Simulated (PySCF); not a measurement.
# C3H7F (2-fluoropropane) at 5 levels

Wanted: a comparison of 5 runs (HF/STO-3G, HF/3-21G, B3LYP/6-31G*, B2PLYP/cc-pVDZ, SCS-MP2/cc-pVDZ) of C3H7F (2-fluoropropane). Input form: a Python script.

The calculation is run with PySCF 2.14.0.

2 further runs of the same task are left out: 2 set aside as unsound or not needed.

### 1 The structure to begin with

The species is C3H7F (11 atoms), meant as a singlet with charge 0. SMILES: `CC(C)F`. Geometry: relaxed at PBE0-D4/def2-TZVP.

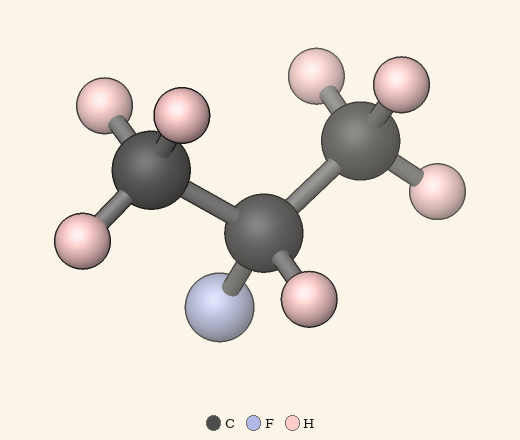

Viewed from a chosen angle; carbon dark grey, fluorine light blue, hydrogen pink.

### 2 The energy at HF/STO-3G (run 1)

The input, calc.py:

```python
from pyscf import gto

mol = gto.Mole()
mol.atom = '''
C     -0.443141     1.974953    -1.328477
C     -0.906313    -0.579390    -0.153635
C      1.183724    -1.447908     1.577354
F     -1.160481    -2.347796    -2.094572
H     -1.968906     2.463069    -2.626719
H     -0.341285     3.428152     0.134171
H      1.337359     1.972685    -2.373496
H     -2.714781    -0.580524     0.857369
H      2.982933    -1.490427     0.565784
H      0.788583    -3.338579     2.299041
H      1.365894    -0.161761     3.181921
'''
mol.max_memory = 1860
mol.basis = 'sto-3g'
mol.verbose = 3
mol.unit = 'bohr'
mol.spin = 0
mol.build()

mf = mol.RHF()
mf.conv_tol = 1e-10
mf.kernel()
if not mf.converged:
    mf = mf.newton().run(mf.mo_coeff, mf.mo_occ)

e_final = mf.e_tot
print('E = %.10f Eh' % e_final)
```

Launch:

```
$ OMP_NUM_THREADS=1 python calc.py
```

What it wrote:

```text
converged SCF energy = -214.334493550133
E = -214.3344935501 Eh
```

Run time: 0.88 s. Hardware: 1 thread of Intel Xeon at 2.70GHz, shared host; peak memory 0.12 GiB.

### 3 A single-point energy at HF/3-21G (run 2)

calc.py, as its differences from that of step 2:

```diff
@@ -1,5 +1,6 @@
+# CC(C)F
 from pyscf import gto
 
-mol = gto.Mole()
-mol.atom = '''
+mol = gto.M(
+    atom='''
 C     -0.443141     1.974953    -1.328477
@@ -15,9 +16,9 @@
 H      1.365894    -0.161761     3.181921
-'''
-mol.max_memory = 1860
-mol.basis = 'sto-3g'
-mol.verbose = 3
-mol.unit = 'bohr'
-mol.spin = 0
-mol.build()
+''',
+    charge=0,
+    basis='3-21g',
+    max_memory=1860,
+    verbose=3,
+    unit='bohr',
+)
 
@@ -29,3 +30,3 @@
 
-e_final = mf.e_tot
-print('E = %.10f Eh' % e_final)
+e_tot = mf.e_tot
+print(f'total energy: {e_tot:.8f} hartree')
```

Launch:

```
$ OMP_NUM_THREADS=1 python calc.py
```

What it wrote:

```text
converged SCF energy = -215.935049105544
total energy: -215.93504911 hartree
```

Wall time 1.9 s (1 thread of Intel Xeon at 2.70GHz, shared host); peak memory 0.12 GiB.

### 4 The energy at B3LYP/6-31G(d) (spherical functions) (run 3)

The input, input.py:

```python
from pyscf import gto, dft

system = gto.M(
    atom='''
C     -0.234500     1.045100    -0.703000
C     -0.479600    -0.306600    -0.081300
C      0.626400    -0.766200     0.834700
F     -0.614100    -1.242400    -1.108400
H     -1.041900     1.303400    -1.390000
H     -0.180600     1.814100     0.071000
H      0.707700     1.043900    -1.256000
H     -1.436600    -0.307200     0.453700
H      1.578500    -0.788700     0.299400
H      0.417300    -1.766700     1.216600
H      0.722800    -0.085600     1.683800
''',
    spin=0,
    verbose=3,
    basis='6-31g*',
    max_memory=1860,
    charge=0,
)

mf = dft.RKS(system)
mf.xc = 'b3lyp'
mf.conv_tol = 1e-10
mf.grids.level = 5
mf.kernel()
if not mf.converged:
    mf = mf.newton().run(mf.mo_coeff, mf.mo_occ)

energy = mf.e_tot
print('Final energy', energy)
```

Launch:

```
$ OMP_NUM_THREADS=1 python input.py
```

What it wrote:

```text
converged SCF energy = -218.37445844632
Final energy -218.37445844631972
```

Run time: 17 s. Hardware: 1 thread of Intel Xeon at 2.70GHz, shared host; peak memory 0.36 GiB.

Run 4 isn't shown in full; the table further down has it.

### 5 The energy at SCS-MP2/cc-pVDZ (run 5)

The input, start.xyz:

```xyz
11

C     -0.234500     1.045100    -0.703000
C     -0.479600    -0.306600    -0.081300
C      0.626400    -0.766200     0.834700
F     -0.614100    -1.242400    -1.108400
H     -1.041900     1.303400    -1.390000
H     -0.180600     1.814100     0.071000
H      0.707700     1.043900    -1.256000
H     -1.436600    -0.307200     0.453700
H      1.578500    -0.788700     0.299400
H      0.417300    -1.766700     1.216600
H      0.722800    -0.085600     1.683800
```

The input, calc.py:

```python
from pyscf import gto, scf, mp

mol = gto.Mole()
mol.atom = 'start.xyz'
mol.max_memory = 1860
mol.basis = 'cc-pvdz'
mol.verbose = 3
mol.build()

myscf = scf.RHF(mol)
myscf.conv_tol = 1e-10
myscf.kernel()
if not myscf.converged:
    myscf = myscf.newton().run(myscf.mo_coeff, myscf.mo_occ)

pt = mp.MP2(myscf, frozen=4).run()
energy = myscf.e_tot + 1.2 * pt.e_corr_os + pt.e_corr_ss / 3
print(f'total energy: {energy:.8f} hartree')
```

Launch:

```
$ OMP_NUM_THREADS=1 python calc.py
```

What it wrote:

```text
converged SCF energy = -217.133898597571
E(RMP2) = -217.752575620897  E_corr = -0.618677023325916
E(SCS-RMP2) = -217.74872664297  E_corr = -0.614828045398485
total energy: -217.74872664 hartree
```

It took 2.2 s on 1 thread of Intel Xeon at 2.70GHz, shared host; peak memory 0.22 GiB.

### 6 Overview of the runs

| run | level | integration grid | frozen core orbitals | energy (Eh) | dipole moment (D) of the reference | HOMO energy (eV) | LUMO energy (eV) | wall time |
| --- | --- | --- | --- | --- | --- | --- | --- | --- |
| 1 | HF/STO-3G | – | – | -214.334494 | 1.27 | -10.69 | 14.69 | 0.88 s |
| 2 | HF/3-21G | – | – | -215.935049 | 2.16 | -12.83 | 7.11 | 1.9 s |
| 3 | B3LYP/6-31G* (spherical functions) | 5 | – | -218.374458 | 1.68 | -8.57 | 2.56 | 17 s |
| 4 | B2PLYP/cc-pVDZ | 5 | 4 | -218.165005 | 1.89 | -10.55 | 2.93 | 27 s |
| 5 | SCS-MP2/cc-pVDZ | – | 4 | -217.748727 | 2.09 | -13.03 | 4.88 | 2.2 s |

### 7 What came out

```
                                          quantity          value
                               run 5: total energy  -217.74873 Eh
       run 5: dipole moment (Hartree–Fock density)         2.09 D
        run 5: HOMO energy (Hartree–Fock orbitals)      -13.03 eV
        run 5: LUMO energy (Hartree–Fock orbitals)        4.88 eV
      run 5: HOMO–LUMO gap (Hartree–Fock orbitals)       17.91 eV
run 5: correlation energy (4 core orbitals frozen)     -614.8 mEh
```

Over runs 1, 2, 3, 4 the dipole moment (its size) runs from 1.27 D (HF/STO-3G) to 2.16 D (HF/3-21G). Over runs 1, 2, 3, 4 the HOMO–LUMO gap runs from 11.13 eV (B3LYP/6-31G*) to 25.38 eV (HF/STO-3G). The two ends differ in method and basis. Totals of different functionals can't be ranked against each other. In run 1 the basis is minimal, so the values are rough. All runs together took 49 s, the longest 27 s.
